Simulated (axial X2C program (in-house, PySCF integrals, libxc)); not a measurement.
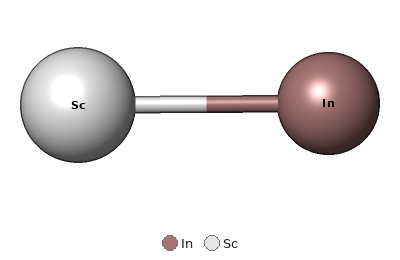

*The molecule at the reference distance of 2.863 Å.*

**Run report: InSc, relativistic diatomic calculation**

System: InSc, single determinant with M_S = 1 and |Λ| = 1 (not the lowest found).
Method: PBE0, spin-free X2C-1e, In dyall-cv3z, Sc dyall-cv3z (cores contracted) (axial X2C program (in-house, PySCF integrals, libxc)).

## Input file
```
{"zs": [49, 21], "q": 0, "bas": ["dyall-cv3z", "dyall-cv3z"], "levels": ["PBE0", "HF", "r2SCAN"], "cc": true, "r0": 2.9, "thr": -1.0, "nmax": 90, "npts": 10, "nst": 2, "ntry": 6}
```

The line is the task of a batch: nuclear charges, charge, bases, the levels to run, a first guess of the distance and further settings. This report covers PBE0 without spin-orbit coupling. The log is that of the reference distance 2.863 Å.

The run was one of a batch that the task file lists, launched with:
```bash
python <driver script> task.json out
```

## Output
```
spin-free X2C-1e  PBE0
basis functions 260  fitting functions 1336  grid points 5802
iter        total energy     max residual
   1      -6643.694988530     2.92e+00
   2      -6644.624946109     3.01e-01
   3      -6644.683379422     1.25e-01
   4      -6644.685288119     8.24e-02
   5      -6644.700166740     2.70e-02
   6      -6644.701132381     8.02e-03
   7      -6644.701760920     9.09e-03
   8      -6644.701807252     1.99e-03
   9      -6644.701813575     2.30e-04
  10      -6644.701814422     3.33e-04
  11      -6644.701815101     1.78e-04
  12      -6644.701815275     7.55e-05
  13      -6644.701815323     6.44e-05
  14      -6644.701815347     3.48e-05
  15      -6644.701815361     4.83e-05
  16      -6644.701815366     2.12e-05
  17      -6644.701815368     4.40e-06
converged
one-electron -9520.40024251  Coulomb 2885.56207527  exact exchange -49.23020125  xc functional -150.82672317  nuclear repulsion 190.19327630
```

## The points of the curve

```
R (Å)   E (hartree)  dipole (D; origin at the first atom, positive when the second is positive)  highest filled (eV)  lowest empty (eV)
2.691  −6644.695310                                                                        1.00                −4.35              −2.83
2.777  −6644.699418                                                                        1.01                −4.31              −2.74
2.863  −6644.701815                                                                        1.02                −4.20              −2.66
2.963  −6644.702966                                                                        1.01                −4.08              −2.58
3.063  −6644.702805                                                                        1.00                −3.97              −2.50
```

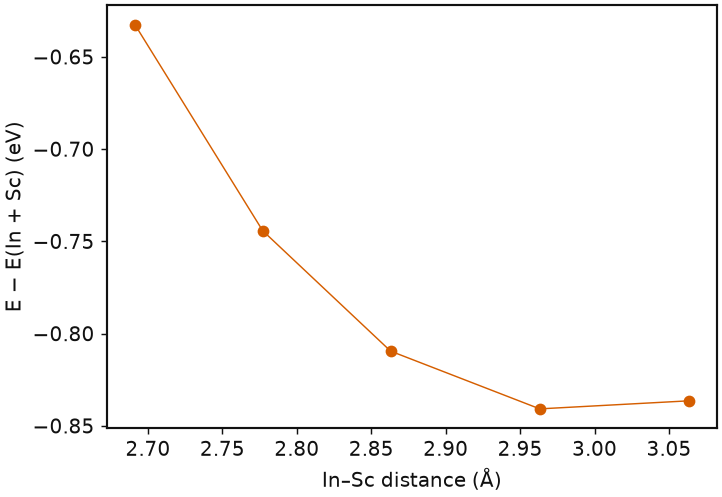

*Energy at 5 bond lengths, for one set of occupations held fixed; the line joins the points.*

The lowest point is at 2.96 Å; the points are too few or too rough near it for spectroscopic constants. The lowest point lies 0.84 eV below In + Sc.

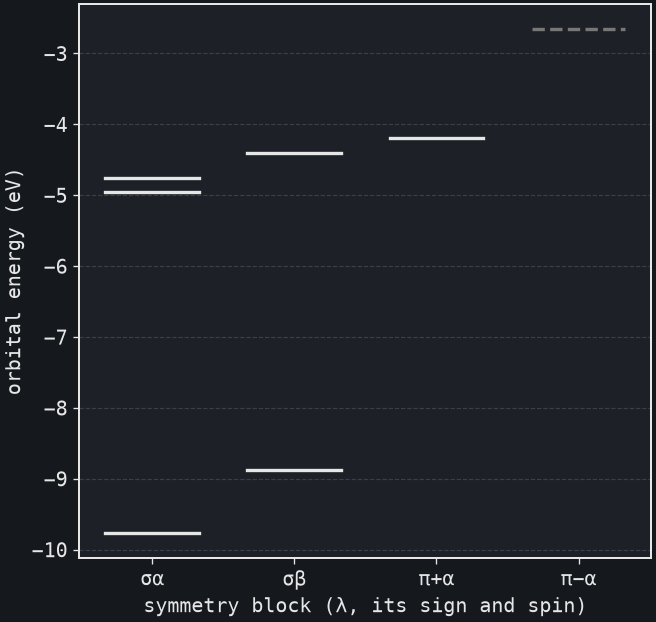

*Orbital energies near the frontier at 2.86 Å, filled (solid) and empty (dashed); a label such as π−α means λ = −1 and α spin.*

The highest filled orbital (π+α; 41 % In p, 39 % Sc d) lies at −4.20 eV, the lowest empty one (π−α; 48 % In p, 28 % Sc d) at −2.66 eV.

## Summary

- outcome: converged
- largest ⟨S²⟩ along the curve: 2.08
- hardware: 1 thread of Intel Xeon @ 2.60GHz (Ice Lake), 24 GiB of memory available, shared host
- wall time: 15 s
- peak memory: 0.59 GiB

## Notes

To bear in mind: 5 of the 10 points asked for were kept.
